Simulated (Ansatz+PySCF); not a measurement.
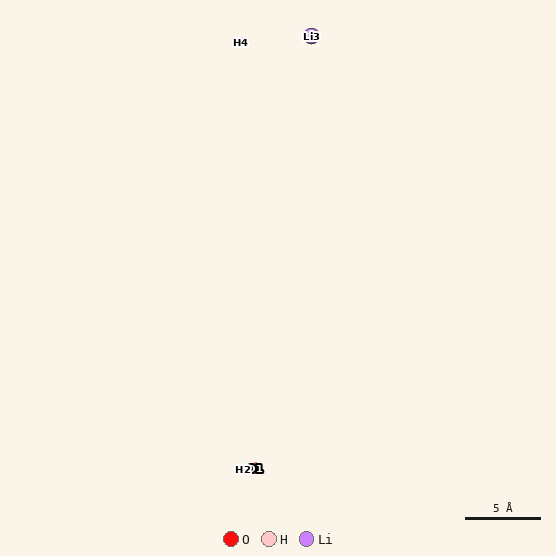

The picture comes from a calculation with Ansatz+PySCF.

Orthographic view. Atoms fade into the background with distance from the viewer. Charge 0, doublet. Geometry: a fixed input geometry, not necessarily a minimum.

List all interatomic distances (Å) as a matrix.

```tsv
atom	O1	H2	Li3	H4
O1	0.00			
H2	0.98	0.00		
Li3	30.03	30.09	0.00	
H4	30.32	30.20	5.75	0.00
```
